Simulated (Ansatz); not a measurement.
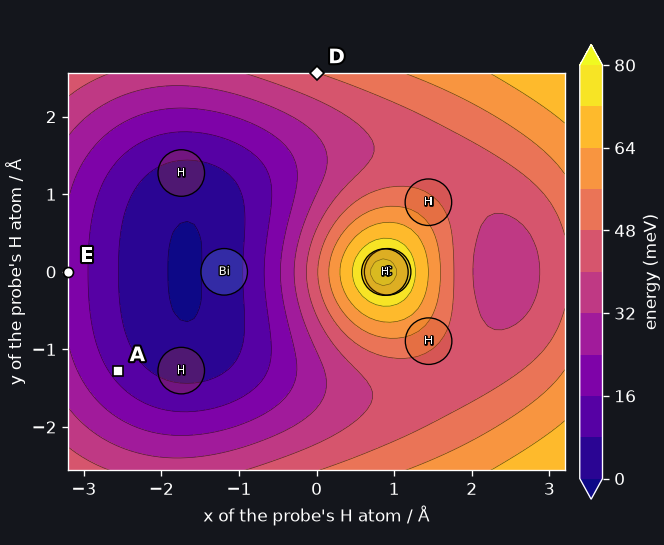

CH₅Bi with the probe H2O. The probe is moved over a plane parallel to the molecule's main plane, 2.78 Å above it. Coordinates scanned: (1) x of the probe's H atom; (2) y of the probe's H atom. Nothing is relaxed (molecule and probe rigid, the probe upright with H nearest the plane). Grid: 11 × 9 points. Energies are in meV, from the lowest grid point. Theory: RKS PBE0-D4/def2-SVPD in Ansatz 0.2.0.

Drawn: filled contours, labelled circles for the molecule's atoms, projected on the plane, one colour for all values above the top of the scale, lettered points. Between grid points the surface is interpolated.

Q: Is A the lowest point of the computed grid?

A: No. A lies 14 meV above the lowest grid point, which is at x of the probe's H atom = −1.92 Å, y of the probe's H atom = 0.00 Å.

Q: Rank the lettered points by energy, lowest first.

A: A (14 meV), E (22 meV), D (48 meV).
